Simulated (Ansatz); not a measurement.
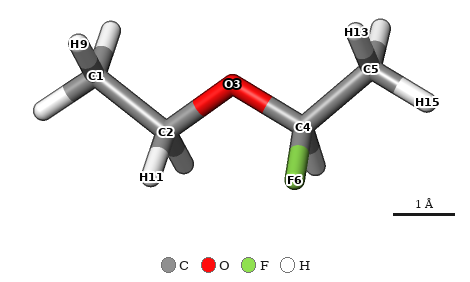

*The structure as given in the input (stick view, seen at a tilt; atoms are numbered from 1 in the order of the input).*

Bond lengths as drawn: C–C 1.50 to 1.51 Å, C–F 1.39 Å, C–H 1.09 to 1.10 Å and C–O 1.37 to 1.42 Å.

## Run report: C$_{4}$H$_{9}$FO, single-point calculation

The run: single-point calculation of C$_{4}$H$_{9}$FO, SMILES CCOC(C)F. Method and program: RKS PBE0-D4/def2-TZVPP (Ansatz 0.2.0).

The geometry comes from this level: PBE0-D4/def2-TZVP.

### Output
```
Functional definition: PBE0
  name "PBE0"
  cite "Adamo & Barone, J. Chem. Phys. 110, 6158 (1999) doi:10.1063/1.478522"
  cite "Perdew, Burke & Ernzerhof, Phys. Rev. Lett. 77, 3865 (1996) doi:10.1103/PhysRevLett.77.3865"
  parent pbe
  parameter a = 0.25
  parameter kappa = 0.804
  parameter beta = 0.06672455060314922
  exchange = (1 - a)*pbe_x(kappa = kappa, mu = beta*pi^2/3) + a*exact_x
  correlation = pbe_c(beta = beta)
1558 factors; their error is unknown
mean field evaluation 1: about -9043.3068 eV, gradient 6.7e1 eV
mean field evaluation 2: about -9041.1363 eV, gradient 7.2e1 eV
mean field evaluation 4: about -9052.6526 eV, gradient 4.1e0 eV
mean field evaluation 8: about -9052.6770 eV, gradient 5.3e-2 eV
mean field evaluation 16: about -9052.6695 eV, gradient 9.7e-5 eV
mean field -9052.66954354 eV, -332.6794696053 hartree, gradient 2.6e-5 eV, S^2 0.000000; 0 other end points of the search recorded, 0 dependent functions left out
reference -9052.66957817 eV, -332.6794708779 hartree; 25, 25 occupied and 287, 287 virtual orbitals, 1558 factors
Total energy: -9052.87494726 eV, -332.6870180529 hartree
```

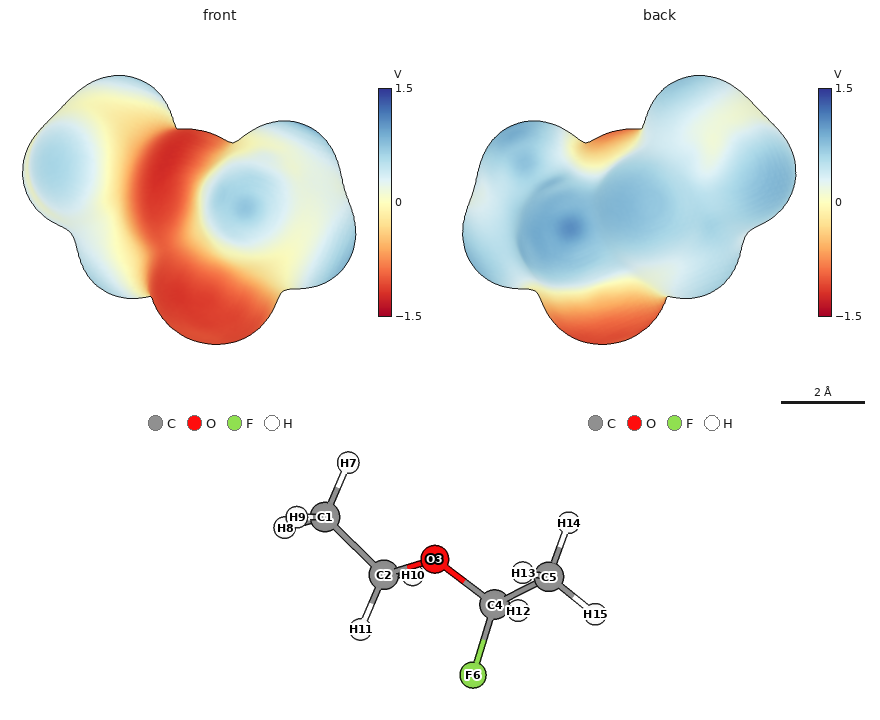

*The electrostatic potential painted on the density surface at 0.002 e/bohr³, seen at a tilt and from behind; red is negative and blue positive. The bare structure is drawn below in the same view.*

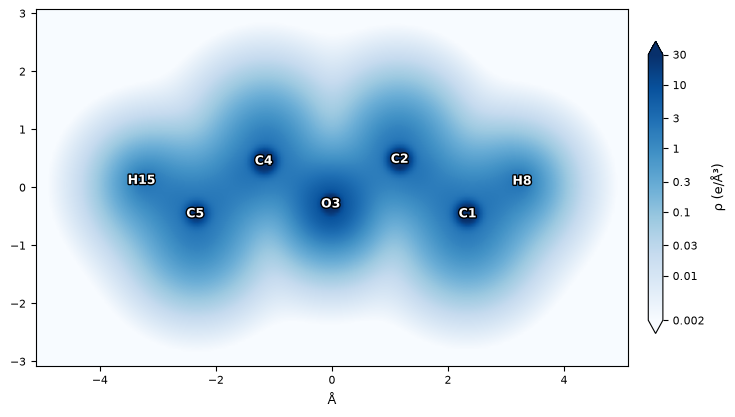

*Electron density on the plane of atoms C2, O3 and C4.*

The section cuts through C, O and H sites. C–C (1.50 Å): ρ is about 1.8 e/Å³ halfway. C–H (1.09 Å): ρ is about 2 e/Å³ halfway.

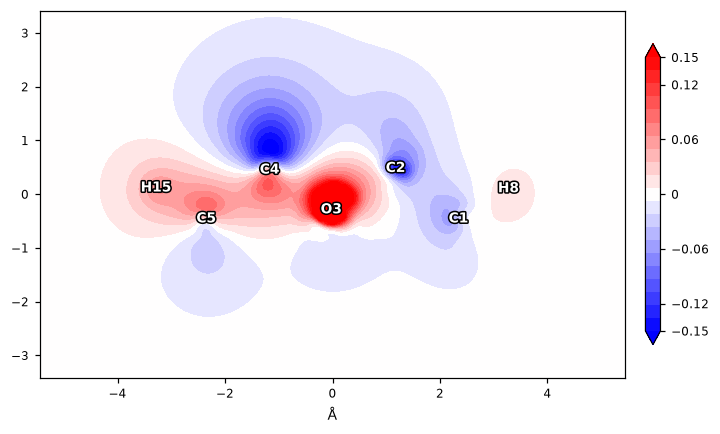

*The HOMO on the plane of atoms C2, O3 and C4 (values in Å⁻³ᐟ²; the overall sign is arbitrary).*

By Hirshfeld shares it lies mainly on O3 (55 %) and C2 (15 %). Its energy is −8.19 eV.

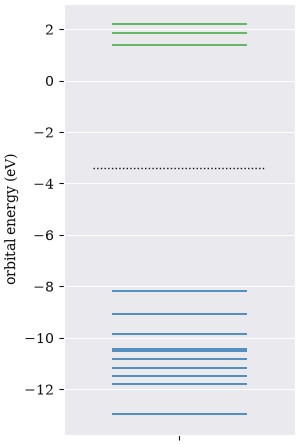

*Orbital energies near the frontier; the dotted line parts filled from empty levels, and levels within 0.02 eV of each other stand side by side.*

Highest filled −8.19 eV, lowest empty 1.39 eV, 9.58 eV apart.

This output came from the following input.

### The input
```yaml
crystal:
  periodic: [false, false, false]
  atoms:
    - {symbol: C, position_ang: [0.019530, -0.684937, -2.294517]}
    - {symbol: C, position_ang: [-0.547620, -0.707909, -0.899956]}
    - {symbol: O, position_ang: [0.171656, 0.226377, -0.109728]}
    - {symbol: C, position_ang: [-0.175538, 0.235858, 1.213739]}
    - {symbol: C, position_ang: [0.769821, 1.117399, 1.975023]}
    - {symbol: F, position_ang: [-1.469786, 0.733647, 1.358241]}
    - {symbol: H, position_ang: [1.076968, -0.956054, -2.288276]}
    - {symbol: H, position_ang: [-0.516246, -1.393238, -2.929894]}
    - {symbol: H, position_ang: [-0.077516, 0.310615, -2.731330]}
    - {symbol: H, position_ang: [-0.451505, -1.707751, -0.452989]}
    - {symbol: H, position_ang: [-1.610420, -0.444572, -0.904784]}
    - {symbol: H, position_ang: [-0.219223, -0.788039, 1.615186]}
    - {symbol: H, position_ang: [0.759490, 2.118399, 1.541681]}
    - {symbol: H, position_ang: [1.781811, 0.715014, 1.916611]}
    - {symbol: H, position_ang: [0.466677, 1.174393, 3.020495]}
basis:
  gaussian: {orbitals: def2-TZVPP}
hamiltonian: {xc: pbe0, dispersion: d4}
output: {orbitals: {seedname: orbitals}}
```

Command:
```bash
ansatz run in.yaml --threads 4 --pin off --events-out ev --progress --plain --max-ram 11315MiB
```

### Summary

| quantity | value |
| --- | --- |
| outcome | converged |
| total energy | −9052.8749 eV |
| mean-field energy | −9052.6696 eV |
| dispersion energy | −0.2054 eV |
| SCF solution under orbital rotations | stable |
| HOMO | −8.19 eV |
| LUMO | 1.39 eV |
| hardware | 4 threads of Arm Neoverse V1, 23 GiB of memory available, shared host |
| wall time | 4.8 s (CPU time 18 s) |
| peak memory | 0.82 GiB |
